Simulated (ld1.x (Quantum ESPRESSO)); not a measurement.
## Pseudopotential generation for Si (part 2 of 2)

Continued. System: silicon (Si, Z = 14), core [He], reference valence 2s2 2p6 3s2 3p2, valence charge 12. Method: ultrasoft potential, BP86, non-relativistic, made with ld1.x (Quantum ESPRESSO) 7.5.

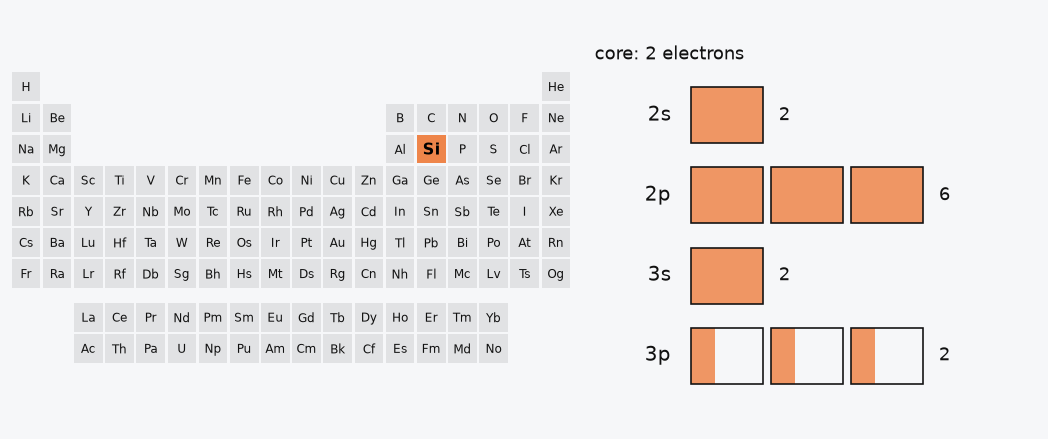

Left, the place of silicon in the periodic table; right, the valence shells of the reference configuration: a box for each of the 2l + 1 orbitals, shaded by the share of the shell that is filled, with the electron count at the right.

## Output of the test run (extracts), continued
```
     ---------------------- Testing the pseudopotential ----------------------

     Si

     atomic number is 14.00   valence charge is 12.00
     dft =BP   lsd =0 sic =0 latt =0  beta=0.20 tr2=1.0E-14
     mesh =1141 r(mesh) = 100.57892 xmin = -7.00 dx = 0.01250

     n l     nl             e AE (Ry)        e PS (Ry)    De AE-PS (Ry)
     1 0     2S   1( 1.00)      -12.24579      -13.16999        0.92420  !
     2 1     2P   1( 6.00)       -9.12508      -10.00891        0.88383  !
     2 0     3S   1( 2.00)       -1.63952       -1.50389       -0.13563  !
     3 1     3P   1( 2.00)       -1.03807       -0.94292       -0.09514  !

     eps = 6.0E-15  iter = 21

     Etot =    -567.549088 Ry,    -283.774544 Ha,   -7721.898730 eV
     Etotps =  -188.853993 Ry,     -94.426997 Ha,   -2569.489477 eV
     dEtot_ae =      11.210116 Ry
     dEtot_ps =      11.933161 Ry,   Delta E=      -0.723045 Ry

     Ekin =      40.372448 Ry,      20.186224 Ha,     549.295142 eV
     Encl =    -316.983832 Ry,    -158.491916 Ha,   -4312.784746 eV
     Ehrt =     116.536605 Ry,      58.268303 Ha,    1585.561291 eV
     Ecxc =     -19.665381 Ry,      -9.832691 Ha,    -267.561140 eV
     (Ecc =      -0.000019 Ry,      -0.000009 Ha,      -0.000252 eV)
     Epseu=      -9.113834 Ry,      -4.556917 Ha,    -124.000024 eV

     ---------------------- End of pseudopotential test ----------------------

     ---------------------- Testing the pseudopotential ----------------------

     Si

     atomic number is 14.00   valence charge is 12.00
     dft =BP   lsd =0 sic =0 latt =0  beta=0.20 tr2=1.0E-14
     mesh =1141 r(mesh) = 100.57892 xmin = -7.00 dx = 0.01250

     n l     nl             e AE (Ry)        e PS (Ry)    De AE-PS (Ry)
     1 0     2S   1( 2.00)      -10.33639      -10.89781        0.56142  !
     2 1     2P   1( 6.00)       -7.15649       -7.72632        0.56983  !
     2 0     3S   1( 1.00)       -0.85393       -0.75238       -0.10155  !
     3 1     3P   1( 3.00)       -0.35070       -0.34159       -0.00911  !

     eps = 4.9E-15  iter = 30

     Etot =    -578.261787 Ry,    -289.130893 Ha,   -7867.652413 eV
     Etotps =  -200.377340 Ry,    -100.188670 Ha,   -2726.272595 eV
     dEtot_ae =       0.497417 Ry
     dEtot_ps =       0.409814 Ry,   Delta E=       0.087603 Ry

     Ekin =      48.605629 Ry,      24.302814 Ha,     661.313271 eV
     Encl =    -344.637397 Ry,    -172.318699 Ha,   -4689.030667 eV
     Ehrt =     136.965849 Ry,      68.482925 Ha,    1863.515317 eV
     Ecxc =     -22.016271 Ry,     -11.008135 Ha,    -299.546627 eV
     (Ecc =      -0.000019 Ry,      -0.000009 Ha,      -0.000252 eV)
     Epseu=     -19.295150 Ry,      -9.647575 Ha,    -262.523888 eV

     ---------------------- End of pseudopotential test ----------------------

     ---------------------- Testing the pseudopotential ----------------------

     Si

     atomic number is 14.00   valence charge is 12.00
     dft =BP   lsd =0 sic =0 latt =0  beta=0.20 tr2=1.0E-14
     mesh =1141 r(mesh) = 100.57892 xmin = -7.00 dx = 0.01250

     n l     nl             e AE (Ry)        e PS (Ry)    De AE-PS (Ry)
     1 0     2S   1( 2.00)      -12.31706      -13.15902        0.84196  !
     2 1     2P   1( 5.00)       -9.22266       -9.98679        0.76413  !
     2 0     3S   1( 2.00)       -1.64101       -1.50605       -0.13496  !
     3 1     3P   1( 2.00)       -1.04051       -0.94235       -0.09817  !

     eps = 6.2E-15  iter = 26

     Etot =    -570.656734 Ry,    -285.328367 Ha,   -7764.180406 eV
     Etotps =  -192.021260 Ry,     -96.010630 Ha,   -2612.582332 eV
     dEtot_ae =       8.102470 Ry
     dEtot_ps =       8.765894 Ry,   Delta E=      -0.663425 Ry

     Ekin =      41.575331 Ry,      20.787665 Ha,     565.661189 eV
     Encl =    -317.191164 Ry,    -158.595582 Ha,   -4315.605637 eV
     Ehrt =     116.674142 Ry,      58.337071 Ha,    1587.432573 eV
     Ecxc =     -19.658909 Ry,      -9.829455 Ha,    -267.473089 eV
     (Ecc =      -0.000019 Ry,      -0.000009 Ha,      -0.000252 eV)
     Epseu=     -13.420659 Ry,      -6.710330 Ha,    -182.597368 eV

     ---------------------- End of pseudopotential test ----------------------
```

## Results in brief

- outcome: generated; the Bessel test doesn't meet the 2s level; the pseudo-atom misses its reference levels by up to 7.29 eV (2p); ld1.x warns of wrong node counts
- reference test: the pseudo-atom misses its own reference levels by up to 7.29 eV
- largest excitation error: -9838 meV (all-electron minus pseudo) for 2s1 2p6 3s2 3p2, out of 7 test configurations
- lowest eigenvalue of the overlap operator S in a Bessel basis (separate test): 0.11 (p channel)
- range over which the phases arctan(r u′/u) at the test radius agree within 0.05 rad (a looser test near the poles than one of phase shifts): s: nowhere near the reference energy; p: nowhere near the reference energy
- hardware: 1 CPU thread, shared host
- wall time: 2.4 s

## Notes

An excitation error of 9838 meV in its own tests makes this a poorly transferable potential. In the spherical-Bessel test 2s stands at −13.205 Ry at the top cutoff of 400 Ry against −10.216 Ry all-electron and −10.747 Ry from the radial solver of ld1.x; 2p stands at −9.704 Ry at the top cutoff of 400 Ry against −7.037 Ry all-electron and −7.573 Ry from the radial solver of ld1.x; 3s stands at −0.830 Ry at the top cutoff of 400 Ry against −0.799 Ry all-electron and −0.711 Ry from the radial solver of ld1.x (1 more miss too). No cutoff can be given, and the search for ghost states has no verdict. ld1.x warns that it found 1 node in place of 0 for 2p. It picks states by counting nodes, so it can end on another state than the one meant. In the reference test 2p misses its all-electron level by 0.536 Ry.
